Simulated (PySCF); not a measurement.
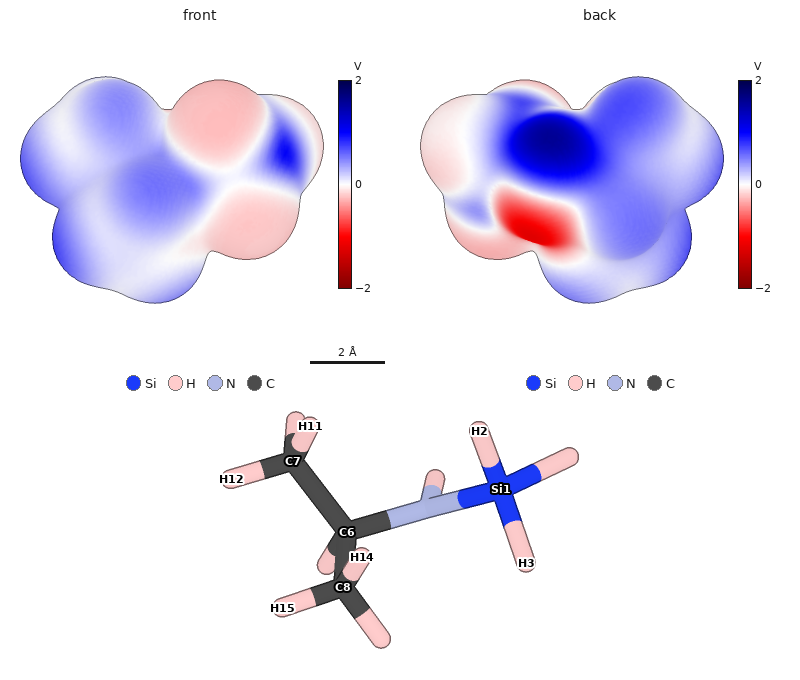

*C$_{3}$H$_{11}$NSi (SiH3(NHiPr)). The molecular electrostatic potential painted on the density surface at 0.002 e/bohr³, seen from the front and from behind; the colour scale runs from red (negative) to blue (positive). The bare structure is drawn below in the same view.*

Geometry: PBE0-D3(BJ)/def2-SVP.

Theory: PBE0/pcSseg-1, SCF density, gas phase, non-relativistic in PySCF 2.14.0.

```xyz
16

Si   -0.2198    1.9336    0.7580
H     1.0609    1.7938    1.5332
H     0.1037    2.7655   -0.4419
H    -1.2028    2.6630    1.6144
N    -0.9977    0.4438    0.3298
C    -0.4036   -0.6873   -0.3668
C     0.2580   -1.6742    0.5930
C     0.5743   -0.2042   -1.4273
H    -1.7702    0.1759    0.9298
H    -1.2180   -1.2212   -0.8923
H     1.0990   -1.1952    1.1205
H     0.6438   -2.5587    0.0614
H    -0.4590   -2.0236    1.3524
H     1.4291    0.3240   -0.9702
H     0.9829   -1.0527   -1.9951
H     0.0850    0.4837   -2.1323
```

Where is the surface potential most negative and most positive?

Answer. The most negative region (about −1.1 V) lies over N5, the most positive (about +1.5 V) over H9. N5 is the likeliest acceptor of a hydrogen bond.

How polar is the molecule by this calculation?

Answer. Its dipole moment is 1.33 D.
